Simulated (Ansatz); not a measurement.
## Fields on a plane of CuI (wurtzite)

```yaml
crystal:
  lattice:
    - [4.18699, 0.00000, 0.00000]
    - [-2.09349, 3.62604, 0.00000]
    - [0.00000, 0.00000, 6.89779]
  atoms:
    - { symbol: Cu, position: [0.66667, 0.33333, 0.87373] }
    - { symbol: Cu, position: [0.33333, 0.66667, 0.37373] }
    - { symbol: I, position: [0.66667, 0.33333, 0.50127] }
    - { symbol: I, position: [0.33333, 0.66667, 0.00127] }
```

The slice is a (-1 1 0 2) plane (indices of the conventional cell) through the point (0.333, 0.667, 0.001) (fractional), spanned by u = [110] and v = [1 -1 1] in vectors of this cell: u (4.19 Å) and v (10.01 Å, at 90° to u). It covers one period; positions are fractions (u, v).

Atoms on it: Cu at (0.50, 0.85), 0.2 Å off the plane; I at (0.00, 0.00). Other atoms lie within 1 Å of the plane.

Calculation: PBEsol (plane waves to 420 eV, PAW, scalar-relativistic; Ansatz, a first-principles code). k mesh 9×9×5. Inside the PAW spheres the values are not all-electron values, and peaks at nuclei hang on which shells count as valence. CuI is run without spin polarisation. CuI was relaxed with its symmetry unable to fall. Spin-orbit coupling is left out, though I is heavy. This is one of several known forms of CuI; the measured ambient cells at hand have space group No. 156 or 216.

```tsv
v \ u	0.00	0.12	0.25	0.38	0.50	0.62	0.75	0.88
0.90	0.63	0.68	0.29	0.18	0.34	0.18	0.29	0.68
0.80	0.10	0.12	0.17	0.20	0.29	0.20	0.17	0.12
0.70	0.01	0.03	0.12	0.23	0.28	0.23	0.12	0.03
0.60	0.05	0.03	0.05	0.14	0.19	0.14	0.05	0.03
0.50	0.67	0.66	0.31	0.16	0.19	0.16	0.31	0.66
0.40	0.60	0.65	0.49	0.15	0.20	0.15	0.49	0.65
0.30	0.60	0.52	0.25	0.12	0.14	0.12	0.25	0.52
0.20	0.08	0.07	0.03	0.01	0.01	0.01	0.03	0.07
0.10	0.63	0.66	0.60	0.15	0.02	0.15	0.60	0.66
0.00	x	0.35	0.66	0.40	0.14	0.40	0.66	0.35
```

Values: electron localisation function (ELF). Points within 0.5 Å of a nucleus are blanked (x), as the pseudised field means little there.

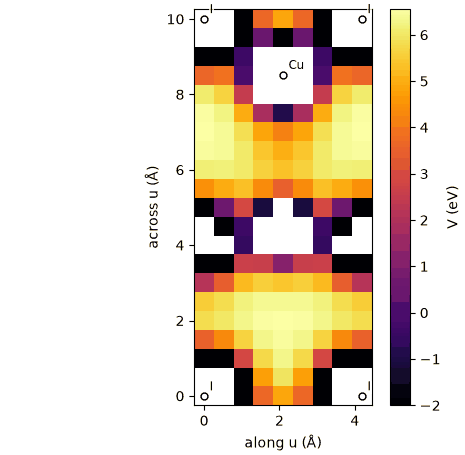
Figure: Electrostatic potential energy of an electron, from the cell's mean, in eV, one period of the plane, atoms marked. Points within 1 Å of a nucleus are left white, as the pseudised field means little there. Values under -2 eV are set to -2. The zero, the cell's mean, hangs on the PAW cores.
